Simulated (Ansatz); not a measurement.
The end point of a relaxation of PbSe. Method: PBE (plane waves to 420 eV, PAW, scalar-relativistic; Ansatz, an electronic-structure program).

Fm-3m (No. 225), cF8, rock salt type; a = b = c = 6.2173 Å, α = β = γ = 90.00°.

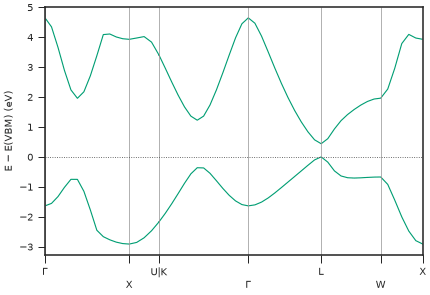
*Highest filled and lowest empty band along the path of this cell's Brillouin zone*

Q: Read off the gap and say whether it is direct.

A: 0.44 eV, direct at L (no spin-orbit coupling).

Q: How far does the top valence band disperse along this path?

A: About 2.9 eV.

No spin polarisation in the result. Spin-orbit coupling is missing; with elements this heavy it can move band edges by tenths of an eV or more.

The run could not lose the symmetry of its start.
